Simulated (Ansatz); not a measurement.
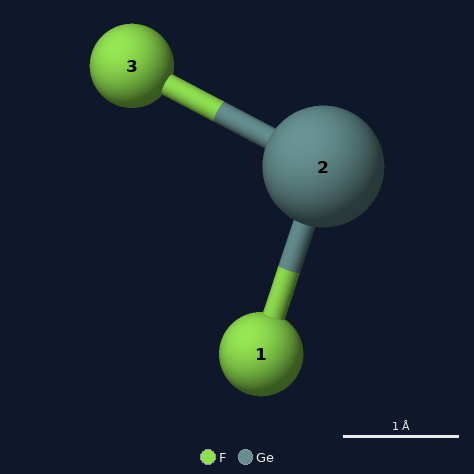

(Drawn from a calculation with Ansatz.)

The view is orthographic, and the bar gives the scale. Geometry: moved along internal coordinates away from the minimum.

Give an XYZ file in the frame of the picture: x to the right, y up, z towards the viewer, origin at the mean of the atomic positions.

```xyz
3
GeF2
F    0.20  -1.38  -0.04
Ge   0.74   0.25   0.22
F   -0.93   1.13  -0.18
```
